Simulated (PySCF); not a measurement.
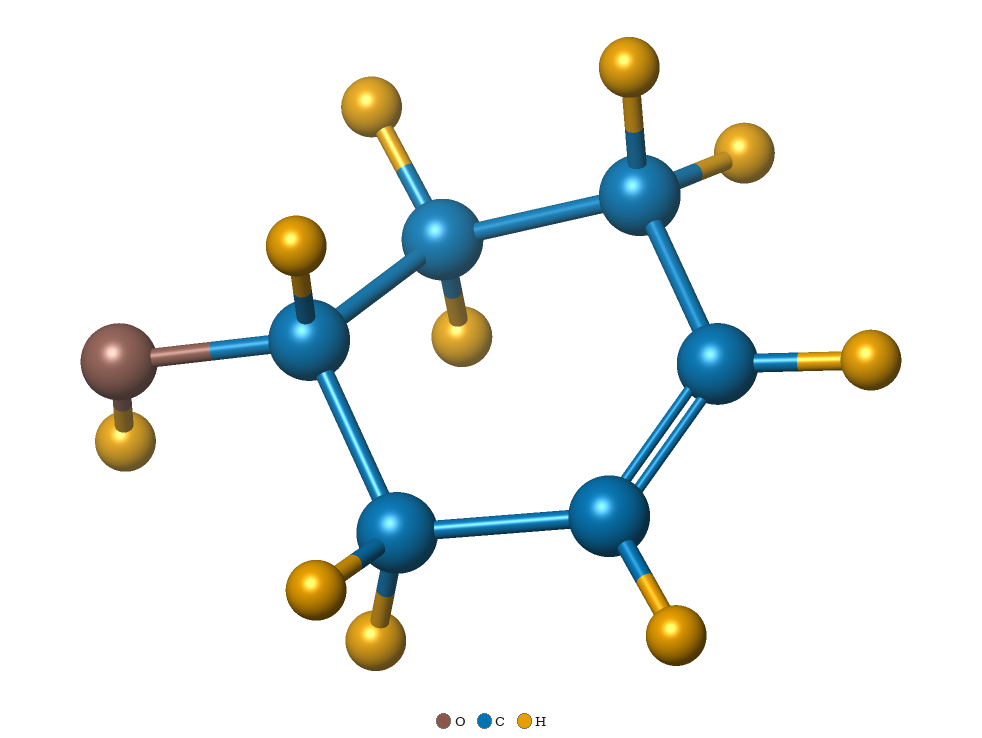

The picture shows a molecular structure as a ball-and-stick model.

The geometry was computed by an optimisation with PBE0-D3(BJ)/def2-SVP. No frequency run is at hand to confirm it as a minimum.

Count the atoms of each element.

C₆H₁₀O, 17 atoms: 6 carbon, 10 hydrogen and 1 oxygen.

Name some functional groups or characteristic bonds that it holds.

Among them: alcohol, alkene.

What is its SMILES?

O[C@H]1CC=CCC1

What is the point group of this geometry?

C1.

The parts below concern this one geometry. Atoms keep their numbers from picture to picture.

**Shape**

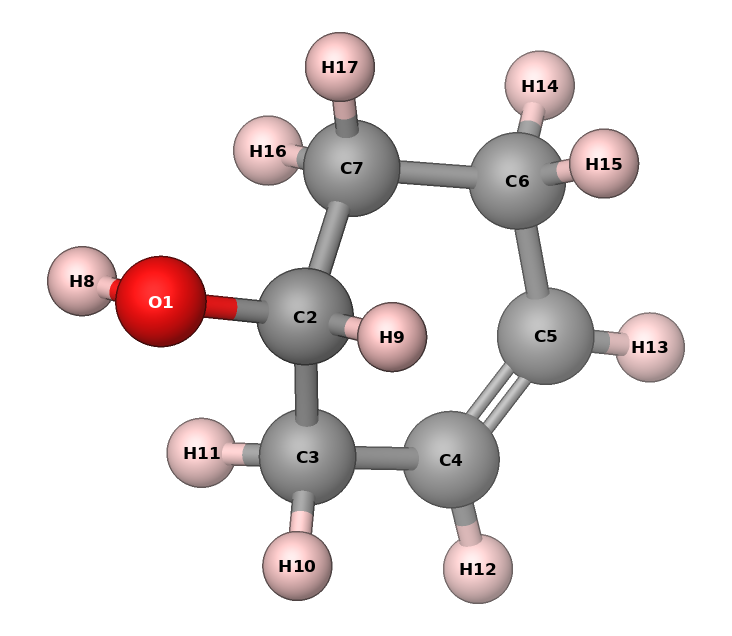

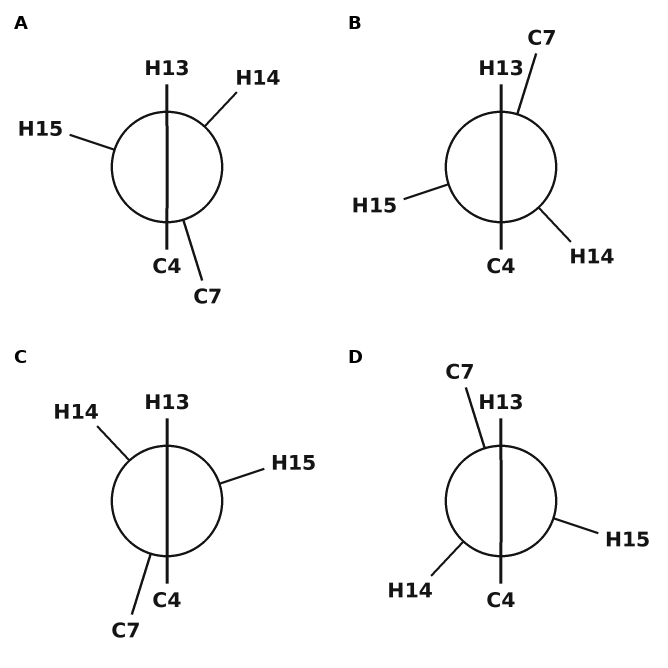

Depth is shown by fading: the farther an atom, the more it takes the colour of the background. Bonds that would overlap in a projection are set slightly apart. No frequency run is at hand to confirm it as a minimum.

Which Newman projection shows the view along C5–C6, with C5 in front?

A. The torsion angle C4–C5–C6–C7 is −14°, synperiplanar (eclipsed).

**Excitation**

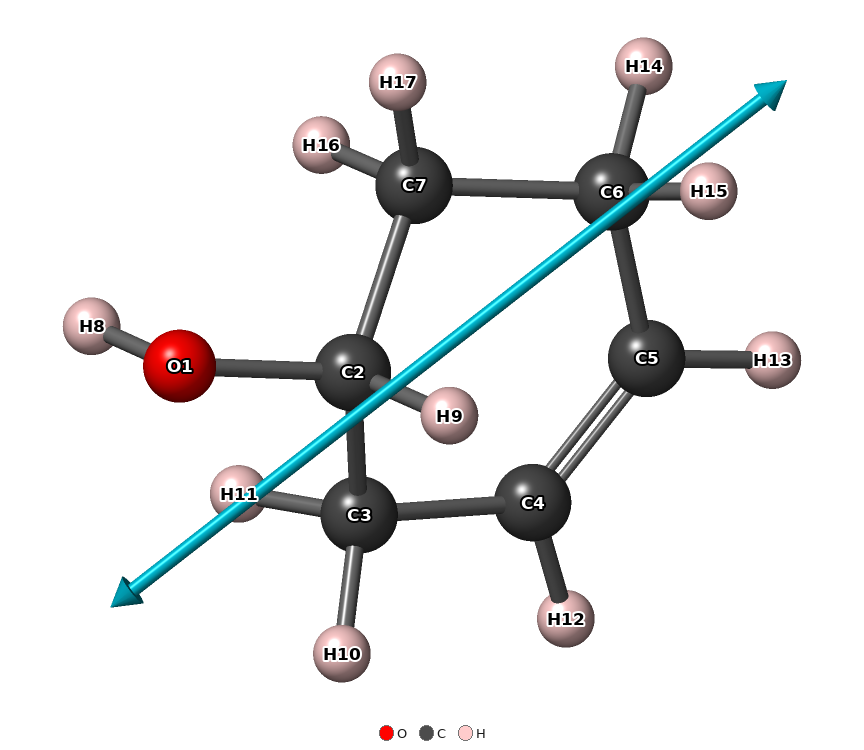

The double arrow shows the direction of the transition dipole to excited singlet state 3 (its length means nothing). No frequency run is at hand to confirm it as a minimum. Properties computed with TDDFT PBE0/def2-SVPD, vertical, gas phase, core orbitals frozen in the response (PySCF 2.14.0).

Give its energy, strength and character.

6.91 eV (180 nm), oscillator strength 0.074, of mixed character, with the largest part HOMO → LUMO+2 (weight 0.45); transition dipole 1.68 D.

**Polarisability**

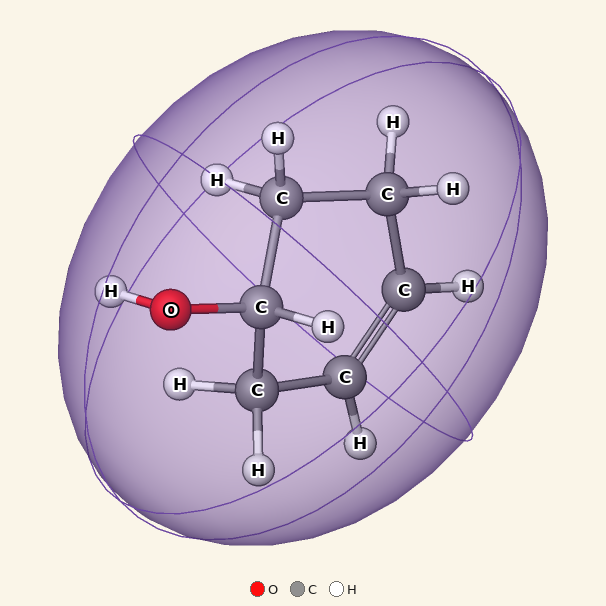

The ellipsoid shows the static dipole polarisability: its half-axes are proportional to the principal values. No frequency run is at hand to confirm it as a minimum. Computed with PBE0/def2-SVPD in dichloromethane (IEF-PCM) (PySCF 2.14.0).

How large and how anisotropic is the polarisability?

Principal values 81.1, 96.9, 112.7 bohr³; mean 96.9 bohr³ (14.36 Å³); anisotropy 27.4 bohr³, so the longest axis is 1.39 times the shortest.

**NMR shielding**

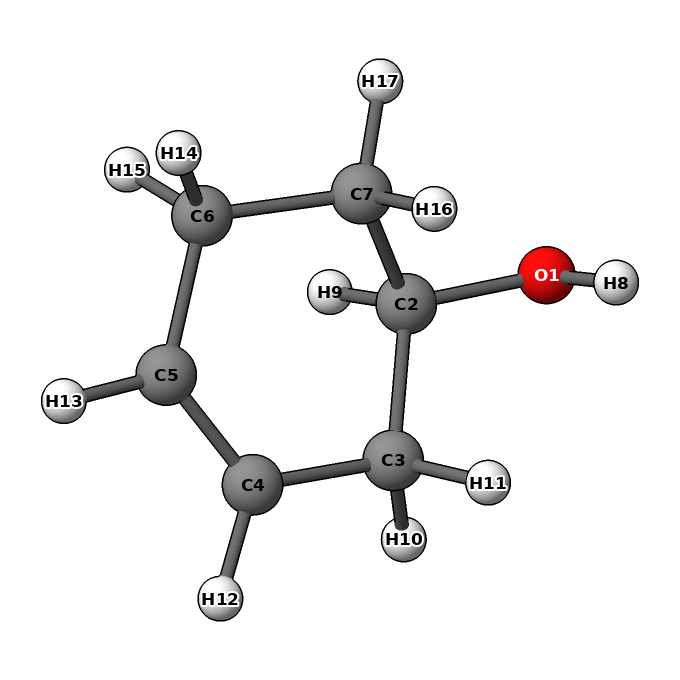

The questions are on isotropic NMR shieldings of the C atoms. No frequency run is at hand to confirm it as a minimum. Properties computed with GIAO PBE0/pcSseg-1 NMR shielding, non-relativistic, IEF-PCM dichloromethane (PySCF 2.14.0).

Give the isotropic NMR shieldings of the C atoms atom by atom.

```csv
atom,σ (ppm)
C2,116.0
C3,145.5
C4,50.4
C5,47.9
C6,155.5
C7,149.5
```
